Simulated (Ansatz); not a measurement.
# C2H6Al (SMILES [CH3][Al][CH3]) at USVWN5/def2-SVPD

What is the electronic atomisation energy of C2H6Al at USVWN5/def2-SVPD? 

Program for the calculation: Ansatz 0.2.0.

27 further runs of the same task are left out: 27 set aside as unsound or not needed.

### 1 Starting point

C2H6Al has 9 atoms, charge 0, and is taken as a doublet. As SMILES, `[CH3][Al][CH3]`. Geometry: relaxed at PBE0-D4/def2-TZVP.

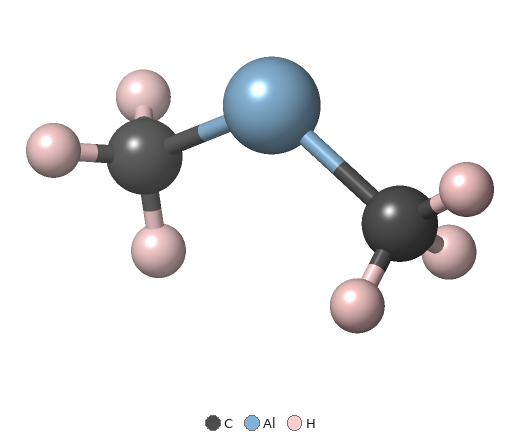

Viewed from a chosen angle; carbon dark grey, aluminium light blue, hydrogen pink.

### 2 A single-point energy at USVWN5/def2-SVPD

The input, in.yaml:

```yaml
crystal:
  periodic: [false, false, false]
  atoms:
    - {symbol: C, position_ang: [-0.810700, 1.130600, -0.941500]}
    - {symbol: Al, position_ang: [0.731000, 0.705500, 0.211900]}
    - {symbol: C, position_ang: [0.877300, -1.111400, 0.957800]}
    - {symbol: H, position_ang: [-1.467800, 0.264500, -1.069000]}
    - {symbol: H, position_ang: [-0.481900, 1.460900, -1.931900]}
    - {symbol: H, position_ang: [-1.401500, 1.950000, -0.519700]}
    - {symbol: H, position_ang: [0.915300, -1.838200, 0.137400]}
    - {symbol: H, position_ang: [-0.021800, -1.337900, 1.543500]}
    - {symbol: H, position_ang: [1.748700, -1.270300, 1.594400]}
basis:
  gaussian:
    orbitals: def2-SVPD
magnetization:
  spin_polarized: true
  initial_magnetization: 1
hamiltonian:
  xc: {name: SVWN5}
accuracy: high
output: {orbitals: {seedname: orbitals}}
```

On the command line:

```
ansatz run in.yaml --threads 1 --pin off --max-ram 3480MiB --events-out events.jsonl --progress --plain --runs-dir runs
```

Log:

```text
Warning: RAYON_NUM_THREADS=1 ignored (pool sized by the plan → 1); use --threads N
Functional definition: SVWN5
  name "SVWN5"
  exchange = slater_x
  correlation = vwn5_c
2260 factors; integrals over basis functions are off by at most 3.5e-9 eV
mean field evaluation 1: about -8697.3469 eV, gradient 5.9e1 eV
mean field evaluation 2: about -8647.5073 eV, gradient 9.0e1 eV
mean field evaluation 4: about -8714.2858 eV, gradient 6.6e0 eV
mean field evaluation 8: about -8714.5542 eV, gradient 7.5e-2 eV
mean field evaluation 16: about -8714.5542 eV, gradient 7.8e-6 eV
mean field -8714.55419899 eV, -320.2539598757 hartree, gradient 6.4e-8 eV, S^2 0.750751; 0 other end points of the search recorded, 0 dependent functions left out
reference -8714.55420390 eV, -320.2539600564 hartree; 16, 15 occupied and 96, 97 virtual orbitals, 2260 factors
Total energy: -8714.55420390 eV, -320.2539600564 hartree
```

Wall time 6 s (1 thread of Arm Neoverse V2, shared host); peak memory 0.35 GiB.

### 3 The Al atom, same level

The input, input.yaml:

```yaml
crystal:
  periodic: [false, false, false]
  atoms:
    - {symbol: Al, position_ang: [0.000000, 0.000000, 0.000000]}
basis:
  gaussian: {orbitals: def2-SVPD}
magnetization: {spin_polarized: true, initial_magnetization: 1}
hamiltonian: {xc: {name: SVWN5}}
accuracy: high
```

On the command line:

```
ansatz run input.yaml --threads 1 --pin off --max-ram 3480MiB --events-out events.jsonl --progress --plain --runs-dir runs
```

Log:

```text
Warning: RAYON_NUM_THREADS=1 ignored (pool sized by the plan → 1); use --threads N
Functional definition: SVWN5
  name "SVWN5"
  exchange = slater_x
  correlation = vwn5_c
202 factors; integrals over basis functions are off by at most 1.9e-9 eV
mean field evaluation 1: about -6564.0162 eV, gradient 1.5e0 eV
mean field evaluation 2: about -6564.0454 eV, gradient 3.0e-1 eV
mean field evaluation 4: about -6564.0466 eV, gradient 1.1e-1 eV
mean field evaluation 8: about -6564.0467 eV, gradient 2.1e-5 eV
mean field evaluation 16: about -6564.0467 eV, gradient 4.8e-2 eV
mean field -6564.04665217 eV, -241.2242651965 hartree, gradient 1.1e-8 eV, S^2 0.751593; 1 other end points of the search recorded, 0 dependent functions left out
reference -6564.04665447 eV, -241.2242652813 hartree; 7, 6 occupied and 17, 18 virtual orbitals, 202 factors
Total energy: -6564.04665447 eV, -241.2242652813 hartree
```

Wall time 0.56 s (1 thread of Arm Neoverse V2, shared host).

### 4 The C atom

The input, molecule.yaml:

```yaml
crystal:
  periodic: [false, false, false]
  atoms:
    - {symbol: C, position_ang: [0.000000, 0.000000, 0.000000]}
basis:
  gaussian:
    orbitals: def2-SVPD
magnetization:
  spin_polarized: true
  initial_magnetization: 2
hamiltonian:
  xc: {name: SVWN5}
accuracy: high
```

Run the same way, it converges to -37.42279 Eh (log not shown).

### 5 The H atom

The input, job.yaml:

```yaml
crystal:
  periodic: [false, false, false]
  atoms:
    - symbol: H
      position_ang: [0.000000, 0.000000, 0.000000]
basis:
  gaussian: {orbitals: def2-SVPD}
magnetization: {spin_polarized: true, initial_magnetization: 1}
hamiltonian: {xc: {name: SVWN5}}
accuracy: high
```

On the command line:

```
ansatz run job.yaml --threads 1 --pin off --max-ram 3480MiB --events-out events.jsonl --progress --plain --runs-dir runs
```

Log:

```text
Warning: RAYON_NUM_THREADS=1 ignored (pool sized by the plan → 1); use --threads N
Functional definition: SVWN5
  name "SVWN5"
  exchange = slater_x
  correlation = vwn5_c
33 factors; integrals over basis functions are off by at most 2.1e-9 eV
mean field evaluation 1: about -12.9914 eV, gradient 3.1e-1 eV
mean field evaluation 2: about -12.9926 eV, gradient 3.0e-2 eV
mean field evaluation 4: about -12.9926 eV, gradient 1.3e-5 eV
mean field evaluation 8: about -12.9926 eV, gradient 3.0e-9 eV
mean field -12.99257338 eV, -0.4774682650 hartree, gradient 3.0e-9 eV, S^2 0.750000; 0 other end points of the search recorded, 0 dependent functions left out
reference -12.99257482 eV, -0.4774683181 hartree; 1, 0 occupied and 7, 8 virtual orbitals, 33 factors
Total energy: -12.99257482 eV, -0.4774683181 hartree
```

Wall time 0.08 s (1 thread of Arm Neoverse V2, shared host).

### 6 What came out

At USVWN5/def2-SVPD:

| quantity | value |
| --- | --- |
| molecule: total energy | -320.25396 Eh |
| molecule: HOMO energy (highest over α and β) | -3.98 eV |
| molecule: LUMO energy (lowest over α and β) | -2.87 eV |
| molecule: ⟨S²⟩ | 0.751 |
| Al atom: total energy | -241.22427 Eh |
| Al atom: ⟨S²⟩ | 0.752 |
| C atom: total energy | -37.42279 Eh |
| C atom: ⟨S²⟩ | 2.003 |
| H atom: total energy | -0.47747 Eh |
| H atom: ⟨S²⟩ | 0.750 |
| electronic atomisation energy | 35.900 eV |

In words: Taking the molecule apart into free atoms costs 35.90 eV (3464 kJ/mol), before zero-point energy and without spin-orbit coupling.
